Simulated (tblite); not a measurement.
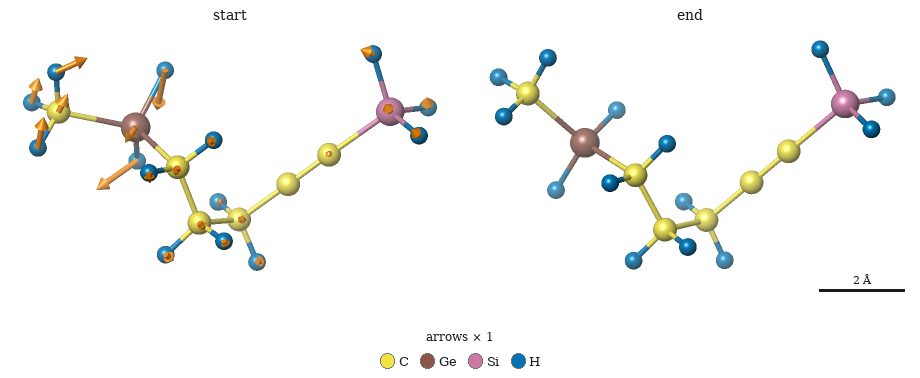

The structure of C$_{6}$H$_{14}$GeSi before (left) and after (right) a relaxation, at one scale. The orange arrows give the displacements, at their true length.

The picture is a ball-and-stick view, seen face on.

Computed with GFN2-xTB geometry optimisation, gas phase in tblite 0.8.0. 

What changed between the two?

Over 186 geometry steps the energy falls by 0.388 eV. An H atom moves most after the best rigid fit: 1.38 Å. Largest moves by element: H 1.38 Å, C 0.51 Å, Ge 0.47 Å, Si 0.31 Å. Near-neighbour distances that change, for instance: Ge–H 1.559 → 1.511 Å, C–H 1.131 → 1.086 Å, C–C 1.484 → 1.524 Å, C–Ge 1.933 → 1.969 Å. Bond angles that change, for instance: C–Ge–H 106.8° → 112.3°, C–C–H 114.0° → 109.6°, H–C–H 112.4° → 108.1°. Groups turn about C–Ge by about 40°, C–Ge by about 20°.
